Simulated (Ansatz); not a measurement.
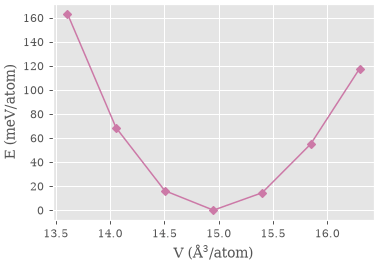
Figure. Re in space group P-6m2 (No. 187; Pearson symbol hP8) under volume change, DFT-PBE in the program Ansatz with PAW potentials, shape and atoms relaxed at each volume.

### Question
What does a third-order Birch–Murnaghan fit give for V₀, B₀ and B′?

### Answer
V₀ = 14.95 Å³/atom, B₀ = 364 GPa, B′ = 4.4.

The start of the workflow was typed in or built on a structure type; neither database checked (COD, Materials Project) lists it. It is not the phase usual at ambient conditions (space group No. 194). Symmetry was held in the PBE relaxation; whether a distortion lowers the energy is not shown. No spin polarisation was allowed. Scalar-relativistic: spin–orbit coupling is off unless named, which matters more the heavier the elements.

Potentials: the earlier of the program's two PAW sets.
